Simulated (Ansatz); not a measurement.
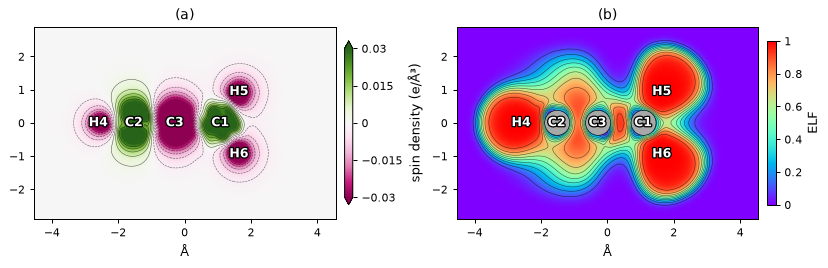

*C₃H₃ (SMILES C#C[CH2]) (doublet). (a) spin density (α minus β); (b) ELF on the molecular plane. Grey discs cover the atomic cores in the ELF map.*

Geometry: PBE0-D3(BJ)/def2-SVP.

The calculation used isolated molecule in a Gaussian basis; Kohn-Sham density functional theory, functional PBE0 in Ansatz 0.2.0.

```xyz
6

C     0.3523    1.6337    1.2924
C     1.6260   -0.1511   -0.1091
C     1.0230    0.6938    0.5543
H     2.1517   -0.8877   -0.6876
H    -0.1386    1.3628    2.2307
H     0.2954    2.6726    0.9571
```

What does the map show?

Answer. Atoms in the plane: C and H. C–C (1.23 Å): the ELF peaks at about 0.85 between the atoms: a multiple bond. C–H (1.07 Å): the ELF climbs to about 1 towards the hydrogen, as it does in any bond to H: a covalent bond by its length. C–C (1.37 Å): the ELF peaks at about 0.95 between the atoms (localised, covalent bonding). The unpaired spin (1 electron) lies mostly on C1 (about 0.5) and C2 (about 0.4), in electrons by Hirshfeld's partition.
